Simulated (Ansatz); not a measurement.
Start from NaCl in the zinc blende structure (space group F-43m, No. 216; a = 6.1766 Å; a hypothetical phase, not in the database extracts checked).

Structures relaxed with plane-wave PAW DFT at the r2SCAN level (Ansatz, a program for electronic structure, 500 eV), no SOC.

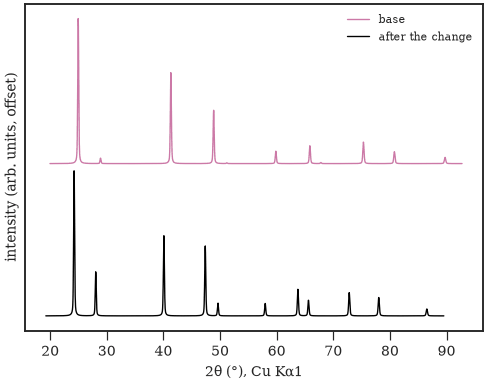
Figure: Simulated powder patterns before (top) and after one change

Q: Which of these changes matches the shifts?
(A) Na → Tm
(B) Cl → F
(C) Na → Mg

A: A, Na → Tm. Its volume per atom is 32.13 Å³ against 29.45 Å³, and its space group is F-43m (No. 216).

Other magnetic orders, which the real material may have, were not ruled out. Open 4f shells without U are poorly described, and the f state was not checked. Stability against distortions was not tested. As relaxed here, TmCl and NaF are hypothetical phases, not in the database extracts checked. No Hubbard U is applied, and correlation can decide whether such a compound is a metal.
